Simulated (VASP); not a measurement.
**Si2Ni with optB86b-vdW + U: from relaxation to properties**

How well does optB86b-vdW + U reproduce what experiment finds for Si2Ni? The cell is relaxed first, and properties follow on it. The steps: magnetic order: ferromagnetic, magnetic order: antiferromagnetic, q = (0, 0, 1/2), magnetic order: antiferromagnetic, q = (1/2, 1/2, 0), the orders side by side, full relaxation (optB86b-vdW + U), second relaxation, single point with fields (optB86b-vdW + U), bands along the symmetry lines (optB86b-vdW + U), density of states (optB86b-vdW + U), optical spectrum (optB86b-vdW + U) and zone-centre phonons (optB86b-vdW + U). The start is a cell from a database of measured crystal structures.

Program: VASP 6.6.1. Level of theory: optB86b-vdW, DFT+U (Ni d 5 eV), spin-polarised from a ferromagnetic start (one magnetic atom a cell); plane waves and PAW (Si, Ni), in the first sound run; inputs show where later runs differ. Results are calculated unless marked as measured.

**Measured values to reproduce.**

“Metallic Nickel Silicides: Experiments and Theory for NiSi and First Principles Calculations for Other Phases” (2016, arxiv:1602.05840) quotes from earlier work for NiSi2, cubic Fm-3m (bulk crystal): lattice constant a (cubic lattice parameter) 5.406 Å [literature experimental value used as calculation input].

### 1. The structure

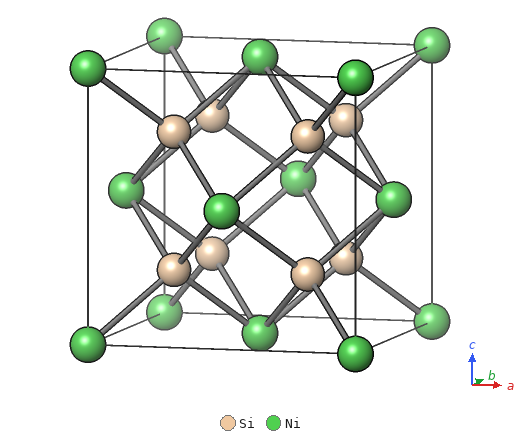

The cell as given, slightly off an axis (silicon light orange, nickel green). This picture shows the conventional cell, with its axes. Some periodic images of atoms are drawn too.

### 2. Magnetic order: ferromagnetic

The properties of a magnet depend on its order, so a few collinear patterns are compared first on the cell as listed, beginning with all moments parallel. optB86b-vdW pairs nonlocal correlation with a less repulsive exchange of B86b form. LUSE_VDW switches on a nonlocal correlation term for dispersion. A Hubbard U penalises fractional filling of the localised shell, which semilocal functionals favour.

The input, INCAR:

```
SYSTEM = Si2Ni
PREC = Accurate
ENCUT = 400
EDIFF = 1E-06
NELM = 100
ISMEAR = 0
SIGMA = 0.05
LREAL = .FALSE.
ALGO = Normal
GGA = MK
AGGAC = 0
LUSE_VDW = .TRUE.
PARAM1 = 0.1234
PARAM2 = 1
LASPH = .TRUE.
NBANDS = 17
ISPIN = 2
MAGMOM = 0 0 1
LDAU = .TRUE.
LDAUTYPE = 2
LDAUL = -1 2
LDAUU = 0 5
LDAUJ = 0 0
LDAUPRINT = 1
LMAXMIX = 4
LORBIT = 11
LWAVE = .FALSE.
LCHARG = .FALSE.
KPAR = 8
ISIF = 2
```

The input, POSCAR:

```
Si2Ni
1.0
    0.0000000000      2.7030000000      2.7030000000
    2.7030000000      0.0000000000      2.7030000000
    2.7030000000      2.7030000000      0.0000000000
Si Ni
2 1
Direct
    0.2500000000      0.2500000000      0.2500000000
    0.7500000000      0.7500000000      0.7500000000
    0.0000000000      0.0000000000      0.0000000000
```

The input, KPOINTS:

```
Automatic mesh
0
Gamma
7 7 7
0 0 0
```

Potentials, in the order of the species: Si and Ni (PBE family, release 64).

Run with:

```
$ mpirun -np 8 vasp_std
```

Output:

```text
[banner, memory and clock lines left out]
running    8 mpi-ranks, on    1 nodes
 distrk:  each k-point on    1 cores,    8 groups
 distr:  one band on    1 cores,    1 groups

 POSCAR found type information on POSCAR SiNi
 POSCAR found :  2 types and       3 ions
|                                                                             |
|           W    W    AA    RRRRR   N    N  II  N    N   GGGG   !!!           |
|           W    W   A  A   R    R  NN   N  II  NN   N  G    G  !!!           |
|           W    W  A    A  R    R  N N  N  II  N N  N  G       !!!           |
|           W WW W  AAAAAA  RRRRR   N  N N  II  N  N N  G  GGG   !            |
|           WW  WW  A    A  R   R   N   NN  II  N   NN  G    G                |
|           W    W  A    A  R    R  N    N  II  N    N   GGGG   !!!           |
|                                                                             |
|     For optimal performance we recommend to set                             |
|       NCORE = 2 up to number-of-cores-per-socket                            |
|     NCORE specifies how many cores store one orbital (NPAR=cpu/NCORE).      |
|     This setting can greatly improve the performance of VASP for DFT.       |
|     The default, NCORE=1 might be grossly inefficient on modern             |
|     multi-core architectures or massively parallel machines. Do your        |
|     Unfortunately you need to use the default for GW and RPA                |
|     calculations (for HF NCORE is supported but not extensively tested      |
|     yet).                                                                   |
|                                                                             |

|                                                                             |
|               ----> ADVICE to this user running VASP <----                  |
|                                                                             |
|     You have switched on vdW-DFT.                                           |
|     This routine was written and supplied by Jiri Klimes. We recommend      |
|     that you carefully read and cite the following publications:            |
|       J. Klimes, D.R. Bowler, A. Michelides                                 |
|          J. Phys.: Cond Matt. 22 022201 (2010)                              |
|       J. Klimes, D.R. Bowler, A. Michelides                                 |
|          Phys. Rev. B. 83, 195131 (2011)                                    |
|     and references therein.                                                 |
|                                                                             |

|                                                                             |
|               ----> ADVICE to this user running VASP <----                  |
|                                                                             |
|     You enforced a specific xc type in the INCAR file but a different       |
|     [... a line on the potential file left out ...]
|     I HOPE YOU KNOW WHAT YOU ARE DOING!                                     |
|                                                                             |

 LDA part: xc-table for (Slater+PW92), standard interpolation
 POSCAR, INCAR and KPOINTS ok, starting setup
 FFT: planning ... GRIDC
 FFT: planning ... GRID_SOFT
 FFT: planning ... GRID
 WAVECAR not read
 entering main loop
       N       E                     dE             d eps       ncg     rms          rms(c)
DAV:   1     0.656315552427E+02    0.65632E+02   -0.63172E+03  1384   0.853E+02
DAV:   2    -0.707493988338E+01   -0.72706E+02   -0.66545E+02  1525   0.184E+02
DAV:   3    -0.101407074886E+02   -0.30658E+01   -0.30299E+01  1627   0.443E+01
DAV:   4    -0.101829373758E+02   -0.42230E-01   -0.42181E-01  1641   0.480E+00
DAV:   5    -0.101837717614E+02   -0.83439E-03   -0.83432E-03  1656   0.697E-01    0.127E+01
DAV:   6    -0.111977578414E+02   -0.10140E+01   -0.99314E+00  1438   0.747E+01    0.111E+01
DAV:   7    -0.962478158856E+01    0.15730E+01   -0.37474E+00  1670   0.516E+01    0.344E+00
DAV:   8    -0.958931827899E+01    0.35463E-01   -0.25522E-01  1533   0.391E+00    0.153E+00
DAV:   9    -0.957936667948E+01    0.99516E-02   -0.49800E-02  1683   0.483E+00    0.468E-01
DAV:  10    -0.957992224048E+01   -0.55556E-03   -0.27104E-03  1525   0.502E-01    0.213E-01
DAV:  11    -0.958013299283E+01   -0.21075E-03   -0.45057E-04  1572   0.358E-01    0.880E-02
DAV:  12    -0.958019528037E+01   -0.62288E-04   -0.16400E-04  1533   0.270E-01    0.269E-02
DAV:  13    -0.958019814643E+01   -0.28661E-05   -0.21497E-05  1673   0.622E-02    0.107E-02
DAV:  14    -0.958019861881E+01   -0.47238E-06   -0.44229E-06  1452   0.442E-02
   1 F= -.95801986E+01 E0= -.95788399E+01  d E =-.271744E-02  mag=     0.0184
```

Elapsed: 28 s, on 8 MPI ranks of Intel Xeon Platinum 8488C (Sapphire Rapids), shared host; peak memory 2.7 GiB.

Lines that name or quote the potential files are left out of all logs, and their timing lines are given in words.

From OUTCAR (step 2):

```text
ion  position               nearest neighbor table
   1  0.250  0.250  0.250-   3 2.34   3 2.34   3 2.34   3 2.34   2 2.70   2 2.70   2 2.70   2 2.70
                             2 2.70   2 2.70
   2  0.750  0.750  0.750-   3 2.34   3 2.34   3 2.34   3 2.34   1 2.70   1 2.70   1 2.70   1 2.70
                             1 2.70   1 2.70
   3  0.000  0.000  0.000-   2 2.34   1 2.34   2 2.34   1 2.34   2 2.34   2 2.34   1 2.34   1 2.34

  LATTYP: Found a face centered cubic cell.
 ALAT       =     5.4060000000

 Subroutine GETGRP returns: Found 48 space group operations
 (whereof 48 operations were pure point group operations)

The static configuration has the point symmetry O_h .

 Found     20 irreducible k-points:

   k-points           NKPTS =     20   k-points in BZ     NKDIM =     20   number of bands    NBANDS=     17

   dimension x,y,z NGX =    28 NGY =   28 NGZ =   28
   dimension x,y,z NGXF=    56 NGYF=   56 NGZF=   56

   ENCUT  =  400.0 eV  29.40 Ry    5.42 a.u.   6.23  6.23  6.23*2*pi/ulx,y,z

   NELECT =      18.0000    total number of electrons

 k-points in reciprocal lattice and weights: Automatic mesh
   0.00000000  0.00000000  0.00000000       0.003
   0.14285714  0.00000000  0.00000000       0.023
   0.28571429  0.00000000  0.00000000       0.023
   0.42857143  0.00000000  0.00000000       0.023
   0.14285714  0.14285714  0.00000000       0.017
   0.28571429  0.14285714  0.00000000       0.070
   0.42857143  0.14285714  0.00000000       0.070
  -0.42857143  0.14285714  0.00000000       0.070
  -0.28571429  0.14285714  0.00000000       0.070
[...]
-0.42857143  0.42857143  0.14285714       0.070
  -0.28571429  0.42857143  0.14285714       0.070

atom =   3  type =  2  l = 2

 onsite density matrix

spin component  1

  0.8572  0.0000 -0.0000  0.0000 -0.0000
  0.0000  0.8572  0.0000  0.0000 -0.0000
 -0.0000  0.0000  0.9099  0.0000  0.0000
  0.0000  0.0000  0.0000  0.8572 -0.0000
 -0.0000 -0.0000  0.0000 -0.0000  0.9099

spin component  2

  0.8533  0.0000 -0.0000  0.0000 -0.0000
  0.0000  0.8533  0.0000  0.0000 -0.0000
 -0.0000  0.0000  0.9095  0.0000  0.0000
  0.0000  0.0000  0.0000  0.8533 -0.0000
 -0.0000 -0.0000  0.0000 -0.0000  0.9095

 occupancies and eigenvectors

  o =  0.8533  v =  0.0000  0.0000  0.0000  0.0000  0.0000  1.0000  0.0000  0.0000  0.0000  0.0000      0.0000  0.0000  0.0000  0.0000  0.0000  0.0000  0.0000  0.0000  0.0000  0.0000
  o =  0.8533  v =  0.0000  0.0000  0.0000  0.0000  0.0000  0.0000  0.7895  0.0000 -0.6137 -0.0000      0.0000  0.0000  0.0000  0.0000  0.0000  0.0000  0.0000  0.0000  0.0000  0.0000
  o =  0.8533  v =  0.0000  0.0000  0.0000  0.0000  0.0000  0.0000 -0.6137 -0.0000 -0.7895 -0.0000      0.0000  0.0000  0.0000  0.0000  0.0000  0.0000  0.0000  0.0000  0.0000  0.0000
  o =  0.8572  v =  1.0000  0.0000  0.0000  0.0000  0.0000  0.0000  0.0000  0.0000  0.0000  0.0000      0.0000  0.0000  0.0000  0.0000  0.0000  0.0000  0.0000  0.0000  0.0000  0.0000
  o =  0.8572  v =  0.0000  0.8606 -0.0000  0.5093  0.0000  0.0000  0.0000  0.0000  0.0000  0.0000      0.0000  0.0000  0.0000  0.0000  0.0000  0.0000  0.0000  0.0000  0.0000  0.0000
  o =  0.8572  v =  0.0000  0.5093 -0.0000 -0.8606  0.0000  0.0000  0.0000  0.0000  0.0000  0.0000      0.0000  0.0000  0.0000  0.0000  0.0000  0.0000  0.0000  0.0000  0.0000  0.0000
  o =  0.9095  v =  0.0000  0.0000  0.0000  0.0000  0.0000  0.0000  0.0000 -0.9940  0.0000  0.1098      0.0000  0.0000  0.0000  0.0000  0.0000  0.0000  0.0000  0.0000  0.0000  0.0000
  o =  0.9095  v =  0.0000  0.0000  0.0000  0.0000  0.0000  0.0000  0.0000  0.1098 -0.0000  0.9940      0.0000  0.0000  0.0000  0.0000  0.0000  0.0000  0.0000  0.0000  0.0000  0.0000
  o =  0.9099  v =  0.0000 -0.0000 -0.9838 -0.0000  0.1793  0.0000  0.0000  0.0000  0.0000  0.0000      0.0000  0.0000  0.0000  0.0000  0.0000  0.0000  0.0000  0.0000  0.0000  0.0000
  o =  0.9099  v =  0.0000  0.0000 -0.1793 -0.0000 -0.9838  0.0000  0.0000  0.0000  0.0000  0.0000      0.0000  0.0000  0.0000  0.0000  0.0000  0.0000  0.0000  0.0000  0.0000  0.0000

 average (electrostatic) potential at core
       1 -80.1602       2 -80.1602       3 -81.0668

 E-fermi :   9.9451

 spin component 1
 k-point     1 :       0.0000    0.0000    0.0000
  band No.  band energies     occupation
    ...
      2       4.5775      1.00000
      3       4.5775      1.00000
      4       4.5775      1.00000
      5       5.9283      1.00000
      6       5.9283      1.00000
      7       9.9657      0.27990
      8      11.7456      0.00000
      9      11.7456      0.00000
     10      11.7456      0.00000
     11      12.8133      0.00000
    ...

 k-point     2 :       0.1429    0.0000    0.0000
  band No.  band energies     occupation
    ...
      3       4.6712      1.00000
      4       4.6712      1.00000
      5       5.8930      1.00000
      6       5.8930      1.00000
      7       8.9953      1.00000
      8      10.9456      0.00000
      9      10.9456      0.00000
     10      10.9708      0.00000
     11      13.2720      0.00000
     12      13.2720      0.00000
    ...

 k-point     3 :       0.2857    0.0000    0.0000
  band No.  band energies     occupation
    ...
      5       5.9125      1.00000
      6       5.9125      1.00000
      7       7.1312      1.00000
      8       9.9048      0.87310
      9       9.9048      0.87310
     10      11.5448      0.00000
     11      12.3908      0.00000
     12      12.3908      0.00000
     13      13.5404      0.00000
     14      16.3116      0.00000
    ...

 k-point     4 :       0.4286    0.0000    0.0000
  band No.  band energies     occupation
    ...
      5       6.1146      1.00000
      6       6.1146      1.00000
      7       6.2039      1.00000
      8       9.1018      1.00000
      9       9.1018      1.00000
     10      11.9015      0.00000
     11      11.9015      0.00000
     12      12.0078      0.00000
     13      12.9301      0.00000
     14      18.7615      0.00000
    ...

 k-point     5 :       0.1429    0.1429    0.0000
  band No.  band energies     occupation
    ...
      5       5.7224      1.00000
      6       5.9956      1.00000
      7       9.6928      1.00000
      8       9.8040      0.99997
      9       9.8040      0.99997
     10      11.0175      0.00000
     11      13.0276      0.00000
     12      13.1374      0.00000
     13      15.0583      0.00000
     14      15.0583      0.00000
    ...

 k-point     6 :       0.2857    0.1429    0.0000
  band No.  band energies     occupation
    ...
      5       5.5521      1.00000
      6       6.0596      1.00000
      7       7.6327      1.00000
      8       8.8824      1.00000
      9       9.4607      1.00000
     10      10.4993      0.00000
     11      13.3285      0.00000
     12      13.7859      0.00000
     13      14.3076      0.00000
     14      15.0890      0.00000
    ...

Total vdW correction in eV:      2.6046468

  Total       -0.9089773     -0.9089773     -0.9089773     -0.0000000     -0.0000000     -0.0000000
  in kB      -36.8718992    -36.8718992    -36.8718992     -0.0000000     -0.0000000     -0.0000000
  external PRESSURE =     -36.8718992 kB  Pullay stress =       0.0000000 kB

  energy-cutoff  :      400.00
  volume of cell :       39.50
      direct lattice vectors                 reciprocal lattice vectors
     0.000000000  2.703000000  2.703000000    -0.184979652  0.184979652  0.184979652
     2.703000000  0.000000000  2.703000000     0.184979652 -0.184979652  0.184979652
     2.703000000  2.703000000  0.000000000     0.184979652  0.184979652 -0.184979652

 POSITION                                       TOTAL-FORCE (eV/Angst)
 -----------------------------------------------------------------------------------
      1.35150      1.35150      1.35150        -0.000000     -0.000000      0.000000
      4.05450      4.05450      4.05450         0.000000      0.000000      0.000000
      0.00000      0.00000      0.00000        -0.000000     -0.000000     -0.000000
 -----------------------------------------------------------------------------------
    total drift:                               -0.000000     -0.000000      0.000000

  FREE ENERGIE OF THE ION-ELECTRON SYSTEM (eV)
  ---------------------------------------------------
  free  energy   TOTEN  =        -9.5801986188 eV

  energy  without entropy=       -9.5774811817  energy(sigma->0) =       -9.57883990

Total vdW correction in eV:      2.6047599

 total charge
# of ion       s       p       d       tot
------------------------------------------
    1        0.742   0.837   0.000   1.578
    2        0.742   0.837   0.000   1.578
    3        0.536   0.758   8.730  10.023
--------------------------------------------------
tot          2.019   2.431   8.730  13.180

 magnetization (x)
# of ion       s       p       d       tot
------------------------------------------
    1        0.002   0.000   0.000   0.002
    2        0.002   0.000   0.000   0.002
    3       -0.000   0.000   0.012   0.012
--------------------------------------------------
tot          0.003   0.001   0.012   0.016

[... 6 further parts left out ...]
```

The k-mesh is coarse for a metal. A U on the itinerant d states of such a compound is hard to justify; it moves the bands at the Fermi level. The PAW data sets were made with PBE, which is usual practice but a small mismatch for other functionals. At this level the cell is under a tension of 3.7 GPa, so at these settings it is away from equilibrium.

Numbers from this step:

```
SCF cycles                                        : 14
electrons                                         : 18
bands                                             : 17
irreducible k-points                              : 20
symmetry operations                               : 48
free energy (TOTEN)                               : -9.580 eV
energy at zero smearing                           : -9.579 eV
Fermi energy                                      : 9.945 eV
pressure                                          : -3.687 GPa
moment of the cell, from the last line of the log : 0.0184 μB
metallic                                          : yes
```

Spin moment in the PAW sphere by atom:

| atom | spin moment in the PAW sphere (μB) |
| --- | --- |
| Si1 | 0.0020 |
| Si2 | 0.0020 |
| Ni3 | 0.0120 |

The moments fall under 0.1 μB, and the mesh shows no gap.

[end of part 1 of 7]

[Lines on the potential files, build, host, timing and source positions are cut from VASP's logs without a mark.]

[Logs are printed without paths, hosts, clocks, repeated set-up lines and the standing remarks that a program may print on its own settings, such as how far it seeks lower states.]

[Hosts, paths, dates, database ids (printed as entryN), source tags and the programs' standing remarks are cut or masked in the printed files.]

[A measured line is paired with the nearest computed mode of its activity, which favours agreement.]

[In band tables of VASP the shares of atoms and orbitals are scaled to a sum of 1 inside the atoms' spheres.]
